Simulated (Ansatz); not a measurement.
# One shape, several levels: C2H3F2Si (SMILES [CH]=C[SiH](F)F)

We compute a comparison of 6 runs (UHF/3-21G, UHF/cc-pVDZ, U-revPBE/cc-pVDZ, UBHLYP/cc-pVDZ, UCAM-B3LYP/cc-pVDZ, UPBE/cc-pVDZ) of C2H3F2Si. 

The results are computed with Ansatz 0.2.0.

50 further runs of the same task are left out: 50 set aside as unsound or not needed.

### Step 1. The molecule

The species is C2H3F2Si (8 atoms), meant as a doublet with charge 0. SMILES: `[CH]=C[SiH](F)F`. The Si3–F4 distance was set to 2.382 Å, away from the relaxed value. At this shape a bond of the SMILES string is far longer than usual.

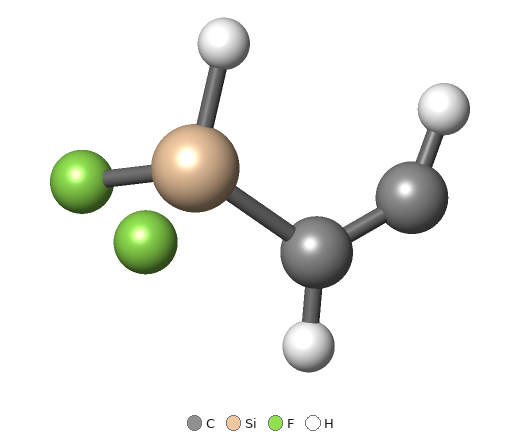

Viewed from a chosen angle; carbon grey, silicon light orange, fluorine green, hydrogen white.

### Step 2. A single-point energy at UHF/3-21G (run 1)

Input file molecule.yaml:

```yaml
basis:
  gaussian:
    orbitals: 3-21G.json
crystal:
  periodic: [false, false, false]
  atoms:
    - {symbol: C, position_ang: [0.839999, 1.216296, 1.778618]}
    - {symbol: C, position_ang: [0.933499, 0.860996, 0.526118]}
    - {symbol: Si, position_ang: [-0.617601, 0.500496, -0.407682]}
    - {symbol: F, position_ang: [-0.572000, -1.723000, -1.260300]}
    - {symbol: F, position_ang: [-0.735101, 1.454596, -1.671382]}
    - {symbol: H, position_ang: [0.048499, 1.376996, 2.499318]}
    - {symbol: H, position_ang: [1.906299, 0.778096, 0.038318]}
    - {symbol: H, position_ang: [-1.817801, 0.666996, 0.430618]}
total_charge: 0
magnetization:
  spin_polarized: true
  initial_magnetization: 1
hamiltonian:
  xc: hf
accuracy: high
output: {orbitals: {seedname: orbitals}}
```

The basis set 3-21G is read from a file made from the Basis Set Exchange's data (not shown).

Run with:

```sh
$ ansatz run molecule.yaml --threads 1 --pin off --max-ram 3480MiB --events-out events.jsonl --progress --plain --runs-dir runs
```

Output:

```text
Warning: RAYON_NUM_THREADS=1 ignored (pool sized by the plan → 1); use --threads N
Functional definition: HF
  name "HF"
  exchange = exact_x
  correlation = 0
1221 factors; integrals over basis functions are off by at most 1.1e-8 eV
mean field evaluation 1: about -15291.8844 eV, gradient 3.1e1 eV
mean field evaluation 2: about -15291.9526 eV, gradient 3.1e1 eV
mean field evaluation 4: about -15296.9852 eV, gradient 3.5e0 eV
mean field evaluation 8: about -15297.2807 eV, gradient 7.9e-1 eV
mean field evaluation 16: about -15297.3808 eV, gradient 2.5e-1 eV
mean field evaluation 32: about -15286.1135 eV, gradient 3.4e1 eV
mean field evaluation 64: about -15297.4661 eV, gradient 7.6e-1 eV
mean field evaluation 96: about -15295.7859 eV, gradient 1.1e0 eV
mean field evaluation 128: about -15297.3756 eV, gradient 6.8e-3 eV
mean field evaluation 160: about -15276.6513 eV, gradient 3.3e1 eV
mean field evaluation 192: about -15295.8477 eV, gradient 1.2e-3 eV
mean field -15297.52233404 eV, -562.1735767431 hartree, gradient 6.1e-8 eV, S^2 1.324881; 8 other end points of the search recorded, 0 dependent functions left out
reference -15297.52233404 eV, -562.1735767431 hartree; 24, 23 occupied and 31, 32 virtual orbitals, 1221 factors
Total energy: -15297.52233404 eV, -562.1735767431 hartree
```

It took 4.2 s on 1 thread of Arm Neoverse V2, shared host; peak memory 0.2 GiB.

### Step 3. A single-point energy at UHF/cc-pVDZ (run 2)

Input file job.yaml:

```yaml
crystal:
  periodic: [false, false, false]
  atoms:
    - {symbol: C, position_ang: [0.839999, 1.216296, 1.778618]}
    - {symbol: C, position_ang: [0.933499, 0.860996, 0.526118]}
    - {symbol: Si, position_ang: [-0.617601, 0.500496, -0.407682]}
    - {symbol: F, position_ang: [-0.572000, -1.723000, -1.260300]}
    - {symbol: F, position_ang: [-0.735101, 1.454596, -1.671382]}
    - {symbol: H, position_ang: [0.048499, 1.376996, 2.499318]}
    - {symbol: H, position_ang: [1.906299, 0.778096, 0.038318]}
    - {symbol: H, position_ang: [-1.817801, 0.666996, 0.430618]}
basis:
  gaussian:
    orbitals: cc-pVDZ
magnetization:
  spin_polarized: true
  initial_magnetization: 1
hamiltonian:
  xc: hf
accuracy: high
output: {orbitals: {seedname: orbitals}}
```

Run with:

```sh
$ ansatz run job.yaml --threads 1 --pin off --max-ram 3480MiB --events-out events.jsonl --progress --plain --runs-dir runs
```

Output:

```text
Warning: RAYON_NUM_THREADS=1 ignored (pool sized by the plan → 1); use --threads N
[... 4 set-up lines as earlier in the session ...]
1971 factors; integrals over basis functions are off by at most 1.4e-8 eV
mean field evaluation 1: about -15374.5982 eV, gradient 3.2e1 eV
mean field evaluation 2: about -15374.7063 eV, gradient 3.2e1 eV
mean field evaluation 4: about -15379.9244 eV, gradient 3.7e0 eV
mean field evaluation 8: about -15380.2048 eV, gradient 1.0e0 eV
mean field evaluation 16: about -15380.3058 eV, gradient 1.2e-1 eV
mean field evaluation 32: about -15380.2105 eV, gradient 1.0e0 eV
mean field evaluation 64: about -15379.9951 eV, gradient 2.6e0 eV
mean field evaluation 96: about -15380.2626 eV, gradient 5.0e-1 eV
mean field -15380.30603304 eV, -565.2158215683 hartree, gradient 4.5e-8 eV, S^2 0.954031; 2 other end points of the search recorded, 0 dependent functions left out
reference -15380.30603304 eV, -565.2158215683 hartree; 24, 23 occupied and 65, 66 virtual orbitals, 1971 factors
Total energy: -15380.30603304 eV, -565.2158215683 hartree
```

It took 8.1 s on 1 thread of Arm Neoverse V2, shared host; peak memory 0.34 GiB.

Run 3 isn't shown in full; the table further down has it.

### Step 4. The energy at UBHLYP/cc-pVDZ (run 4)

Input file run.yaml:

```yaml
crystal:
  periodic: [false, false, false]
  atoms:
    - symbol: C
      position_ang: [0.839999, 1.216296, 1.778618]
    - symbol: C
      position_ang: [0.933499, 0.860996, 0.526118]
    - symbol: Si
      position_ang: [-0.617601, 0.500496, -0.407682]
    - symbol: F
      position_ang: [-0.572000, -1.723000, -1.260300]
    - symbol: F
      position_ang: [-0.735101, 1.454596, -1.671382]
    - symbol: H
      position_ang: [0.048499, 1.376996, 2.499318]
    - symbol: H
      position_ang: [1.906299, 0.778096, 0.038318]
    - symbol: H
      position_ang: [-1.817801, 0.666996, 0.430618]
basis:
  gaussian:
    orbitals: cc-pVDZ
magnetization:
  spin_polarized: true
  initial_magnetization: 1
hamiltonian:
  xc: {name: BHLYP}
accuracy: high
output:
  orbitals: {seedname: orbitals}
```

Run with:

```sh
$ ansatz run run.yaml --threads 1 --pin off --max-ram 3480MiB --events-out events.jsonl --progress --plain --runs-dir runs
```

Output:

```text
Warning: RAYON_NUM_THREADS=1 ignored (pool sized by the plan → 1); use --threads N
Functional definition: BHLYP
  name "BHLYP"
  parameter a = 0.5
  exchange = (1 - a)*b88_x + a*exact_x
  correlation = lyp_c
1971 factors; integrals over basis functions are off by at most 1.4e-8 eV
mean field evaluation 1: about -15422.2370 eV, gradient 3.7e1 eV
mean field evaluation 2: about -15412.4279 eV, gradient 6.6e1 eV
mean field evaluation 4: about -15428.1073 eV, gradient 3.1e0 eV
mean field evaluation 8: about -15428.2351 eV, gradient 2.1e-1 eV
mean field evaluation 16: about -15428.2379 eV, gradient 9.3e-3 eV
mean field evaluation 32: about -15428.2379 eV, gradient 7.3e-6 eV
mean field -15428.23789771 eV, -566.9772851057 hartree, gradient 4.7e-8 eV, S^2 0.771839; 2 other end points of the search recorded, 0 dependent functions left out
reference -15428.23792370 eV, -566.9772860607 hartree; 24, 23 occupied and 65, 66 virtual orbitals, 1971 factors
Total energy: -15428.23792370 eV, -566.9772860607 hartree
```

Wall time 20 s (1 thread of Arm Neoverse V2, shared host); peak memory 0.43 GiB.

Run 5 isn't shown in full; the table further down has it.

### Step 5. The energy at UPBE/cc-pVDZ (run 6)

Input file input.yaml:

```yaml
crystal:
  periodic: [false, false, false]
  atoms:
    - {symbol: C, position_ang: [0.839999, 1.216296, 1.778618]}
    - {symbol: C, position_ang: [0.933499, 0.860996, 0.526118]}
    - {symbol: Si, position_ang: [-0.617601, 0.500496, -0.407682]}
    - {symbol: F, position_ang: [-0.572000, -1.723000, -1.260300]}
    - {symbol: F, position_ang: [-0.735101, 1.454596, -1.671382]}
    - {symbol: H, position_ang: [0.048499, 1.376996, 2.499318]}
    - {symbol: H, position_ang: [1.906299, 0.778096, 0.038318]}
    - {symbol: H, position_ang: [-1.817801, 0.666996, 0.430618]}
basis:
  gaussian: {orbitals: cc-pVDZ}
magnetization: {spin_polarized: true, initial_magnetization: 1}
hamiltonian: {xc: pbe}
accuracy: high
output: {orbitals: {seedname: orbitals}}
```

Run with:

```sh
$ ansatz run input.yaml --threads 1 --pin off --max-ram 3480MiB --events-out events.jsonl --progress --plain --runs-dir runs
```

Output:

```text
Warning: RAYON_NUM_THREADS=1 ignored (pool sized by the plan → 1); use --threads N
Functional definition: PBE
  name "PBE"
  parameter kappa = 0.804
  parameter beta = 0.06672455060314922
  exchange = pbe_x(kappa = kappa, mu = beta*pi^2/3)
  correlation = pbe_c(beta = beta)
1971 factors; integrals over basis functions are off by at most 1.4e-8 eV
mean field evaluation 1: about -15410.7378 eV, gradient 4.5e1 eV
mean field evaluation 2: about -15212.3206 eV, gradient 1.8e2 eV
mean field evaluation 4: about -15416.1918 eV, gradient 2.7e1 eV
mean field evaluation 8: about -15419.7509 eV, gradient 9.0e-1 eV
mean field evaluation 16: about -15419.7495 eV, gradient 7.2e-4 eV
mean field evaluation 32: about -15419.7495 eV, gradient 2.5e-8 eV
mean field -15419.74950693 eV, -566.6653424981 hartree, gradient 2.5e-8 eV, S^2 0.758248; 2 other end points of the search recorded, 0 dependent functions left out
reference -15419.74951018 eV, -566.6653426176 hartree; 24, 23 occupied and 65, 66 virtual orbitals, 1971 factors
Total energy: -15419.74951018 eV, -566.6653426176 hartree
```

Wall time 11 s (1 thread of Arm Neoverse V2, shared host); peak memory 0.28 GiB.

### Step 6. Overview of the runs

```
run               level  energy (Eh)  HOMO energy (eV)  LUMO energy (eV)   ⟨S²⟩  wall time
  1           UHF/3-21G  -562.173577             -9.84              1.57  1.325      4.2 s
  2         UHF/cc-pVDZ  -565.215822            -11.72              1.12  0.954      8.1 s
  3    U-revPBE/cc-pVDZ  -566.962413             -6.12             -4.19  0.759       10 s
  4      UBHLYP/cc-pVDZ  -566.977286             -9.12             -2.22  0.772       20 s
  5  UCAM-B3LYP/cc-pVDZ  -567.008818             -9.02             -2.18  0.764       17 s
  6        UPBE/cc-pVDZ  -566.665343             -6.16             -4.32  0.758       11 s
```

### Step 7. Results

```
                                 quantity          value
                      run 6: total energy  -566.66534 Eh
run 6: HOMO energy (highest over α and β)       -6.16 eV
 run 6: LUMO energy (lowest over α and β)       -4.32 eV
                              run 6: ⟨S²⟩          0.758
```

Totals of different functionals can't be ranked against each other. Spin contamination of the reference: run 1 ⟨S²⟩ = 1.32, run 2 ⟨S²⟩ = 0.95. All runs together took 72 s, the longest 20 s.
